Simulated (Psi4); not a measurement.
**GeCl2 (SMILES [Cl][Ge][Cl]) at DLPNO-MP2/def2-SVPD (density fitting, density fitting for correlation, pno convergence tight)**

What is the energy change on altering one bond length of GeCl2 at DLPNO-MP2/def2-SVPD (density fitting, density fitting for correlation, pno convergence tight)? 

The calculation is run with Psi4 1.11.

2 further runs of the same task are left out: 2 set aside as unsound or not needed.

## Step 1: Starting point

The species is GeCl2 (3 atoms), meant as a singlet with charge 0. SMILES: `[Cl][Ge][Cl]`. The shape comes from GFN2-xTB, which is rough for such elements, and wasn't checked as a minimum.

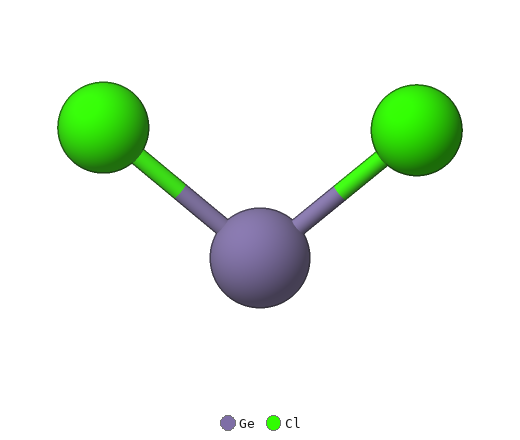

The structure, seen from a chosen angle (germanium purple, chlorine green).

## Step 2: The energy at DLPNO-MP2/def2-SVPD (density fitting, density fitting for correlation, pno convergence tight)

The input, cl2ge.json:

```json
{
  "schema_name": "qcschema_input",
  "schema_version": 1,
  "molecule": {
    "schema_name": "qcschema_molecule",
    "schema_version": 2,
    "symbols": ["Ge", "Cl", "Cl"],
    "geometry": [0.00924076, -0.01343595, -1.75967517, 3.1139663, -0.03556465, 0.89710968, -3.12320706, 0.0490006, 0.86256549],
    "molecular_charge": 0,
    "molecular_multiplicity": 1,
    "fix_symmetry": "c1",
    "fix_com": true,
    "fix_orientation": true
  },
  "driver": "energy",
  "model": {
    "method": "dlpno-mp2",
    "basis": "def2-SVPD"
  },
  "keywords": {
    "freeze_core": true,
    "pno_convergence": "tight",
    "scf_type": "df"
  }
}
```

The run is started by

```
$ psi4 --qcschema cl2ge.json -n 1 --memory 1600MB
```

stdout:

```text
[...]
  Running in c1 symmetry.
[...]
  Nuclear repulsion =  312.606018086892789
[...]
  Multiplicity = 1
[...]
  Nalpha       = 33
  Nbeta        = 33
[...]
    Number of basis functions: 92
[...]
   @DF-RHF iter   1: -2992.97198213713000   -3.50818e+00   2.21220e-02 DIIS/ADIIS
[...]
    Orbital Energies [Eh]
    ---------------------
    Doubly Occupied:
       1A   -405.282398     2A   -104.805616     3A   -104.805551
       4A    -52.207925     5A    -46.308223     6A    -46.307369
       7A    -46.306817     8A    -10.567267     9A    -10.567195
      10A     -8.041498    11A     -8.041427    12A     -8.039457
      13A     -8.039387    14A     -8.039030    15A     -8.038960
      16A     -7.265220    17A     -5.241245    18A     -5.238922
      19A     -5.235801    20A     -1.715834    21A     -1.714038
      22A     -1.711748    23A     -1.710507    24A     -1.706928
      25A     -1.112004    26A     -1.081214    27A     -0.678841
      28A     -0.536511    29A     -0.508348    30A     -0.496508
      31A     -0.467535    32A     -0.453554    33A     -0.388115
[...]
  @DF-RHF Final Energy: -2993.91392836251225
   => Energetics <=
    Nuclear Repulsion Energy =            312.6060180868927887
    One-Electron Energy =               -4787.7179068534132966
    Two-Electron Energy =                1481.1979604040084268
    Total Energy =                      -2993.9139283625122516
[...]
 Multipole Moments:
 ------------------------------------------------------------------------------------
     Multipole            Electronic (a.u.)      Nuclear  (a.u.)        Total (a.u.)
 ------------------------------------------------------------------------------------
 L = 1.  Multiply by 2.5417464519 to convert [e a0] to [Debye]
 Dipole X            :         -0.1352556            0.1386114            0.0033558
 Dipole Y            :          0.1954169           -0.2015393           -0.0061223
 Dipole Z            :         25.5917631          -26.3951276           -0.8033644
 Magnitude           :                                                    0.8033948
[...]
  @LMP2 iter   5:  -0.497134854989 -8.719e-08  5.182e-07
[...]
```

The result, in JSON:

```text
{
 "driver": "energy",
 "model": {
  "method": "dlpno-mp2",
  "basis": "def2-SVPD"
 },
 "success": true,
 "return_result": -2994.411065777094,
 "properties": {
  "calcinfo_nbasis": 92,
  "calcinfo_nmo": 92,
  "calcinfo_nalpha": 33,
  "calcinfo_nbeta": 33,
  "calcinfo_natom": 3,
  "nuclear_repulsion_energy": 312.6060180868928,
  "return_energy": -2994.411065777094,
  "scf_one_electron_energy": -4787.717906853413,
  "scf_two_electron_energy": 1481.1979604040084,
  "scf_dipole_moment": [0.0033558271425624397, -0.006122330170118873, -0.8033644347807787],
  "scf_total_energy": -2993.9139283625123,
  "scf_iterations": 12,
  "mp2_same_spin_correlation_energy": -0.14638787398211173,
  "mp2_opposite_spin_correlation_energy": -0.35075000560792696,
  "mp2_singles_energy": 0.0,
  "mp2_doubles_energy": -0.4971374145815142,
  "mp2_correlation_energy": -0.4971374145815142,
  "mp2_total_energy": -2994.411065777094
 }
}
```

Run time: 4.2 s. Hardware: 1 thread of AMD EPYC 7R43 (Zen 3), shared host; peak memory 0.27 GiB.

## Step 3: The distorted shape at the same level

The input, job.inp:

```
memory 1600 MB

molecule {
  0 1
  Ge    -0.61172135    -0.00901021    -2.29104537
  Cl     3.11396630    -0.03556465     0.89710968
  Cl    -3.74416917     0.05342634     0.33119529
  units au
  symmetry c1
  no_reorient
  no_com
}

set basis def2-SVPD
set reference rhf
set freeze_core true
set pno_convergence tight
set scf_type df

energy('dlpno-mp2')
```

The run is started by

```
$ psi4 job.inp job.out -n 1
```

job.out:

```text
[...]
  Running in c1 symmetry.
[...]
  Nuclear repulsion =  286.081241813250472
[...]
  Multiplicity = 1
[...]
  Nalpha       = 33
  Nbeta        = 33
[...]
    Number of basis functions: 92
[...]
   @DF-RHF iter   1: -2992.99000974930868   -3.92212e+00   2.18282e-02 DIIS/ADIIS
[...]
    Orbital Energies [Eh]
    ---------------------
    Doubly Occupied:
       1A   -405.320763     2A   -104.832028     3A   -104.760465
       4A    -52.245267     5A    -46.345267     6A    -46.344698
       7A    -46.344008     8A    -10.593090     9A    -10.517686
      10A     -8.067274    11A     -8.065186    12A     -8.064803
      13A     -7.991741    14A     -7.990276    15A     -7.990048
      16A     -7.301120    17A     -5.276449    18A     -5.273565
      19A     -5.271418    20A     -1.750090    21A     -1.748767
      22A     -1.746062    23A     -1.745449    24A     -1.742623
      25A     -1.120279    26A     -1.017039    27A     -0.682535
      28A     -0.513339    29A     -0.504452    30A     -0.496724
      31A     -0.421417    32A     -0.419723    33A     -0.400375
[...]
  @DF-RHF Final Energy: -2993.89309827104853
   => Energetics <=
    Nuclear Repulsion Energy =            286.0812418132504718
    One-Electron Energy =               -4734.1406277395954021
    Two-Electron Energy =                1454.1662876552957187
    Total Energy =                      -2993.8930982710489843
[...]
 Multipole Moments:
 ------------------------------------------------------------------------------------
     Multipole            Electronic (a.u.)      Nuclear  (a.u.)        Total (a.u.)
 ------------------------------------------------------------------------------------
 L = 1.  Multiply by 2.5417464519 to convert [e a0] to [Debye]
 Dipole X            :         29.2356493          -30.2885320           -1.0528827
 Dipole Y            :         -0.0126264            0.0153220            0.0026956
 Dipole Z            :         50.8955597          -52.4322674           -1.5367076
 Magnitude           :                                                    1.8628042
[...]
  @LMP2 iter   5:  -0.497186685863 -1.491e-07  8.475e-07
[...]
```

Wall time 4.2 s (1 thread of AMD EPYC 7R43 (Zen 3), shared host); peak memory 0.26 GiB.

## Step 4: Outcome

At DLPNO-MP2/def2-SVPD (density fitting, density fitting for correlation, pno convergence tight), 19 core orbitals frozen:

```
                                                           quantity           value
                                          first shape: total energy  -2994.41107 Eh
                   first shape: HOMO energy (Hartree–Fock orbitals)       -10.56 eV
                   first shape: LUMO energy (Hartree–Fock orbitals)        -0.05 eV
                 first shape: HOMO–LUMO gap (Hartree–Fock orbitals)        10.51 eV
          first shape: correlation energy (19 core orbitals frozen)      -497.1 mEh
                                      distorted shape: total energy  -2994.39029 Eh
               distorted shape: HOMO energy (Hartree–Fock orbitals)       -10.89 eV
               distorted shape: LUMO energy (Hartree–Fock orbitals)        -0.81 eV
             distorted shape: HOMO–LUMO gap (Hartree–Fock orbitals)        10.09 eV
      distorted shape: correlation energy (19 core orbitals frozen)      -497.2 mEh
energy change with the Ge1–Cl2 bond stretched from 2.162 to 2.595 Å        0.565 eV
```

In words: With the Ge1–Cl2 bond stretched from 2.162 to 2.595 Å the energy rises by 0.57 eV (54.6 kJ/mol). The first shape isn't relaxed at this level, so the change isn't measured from a minimum.
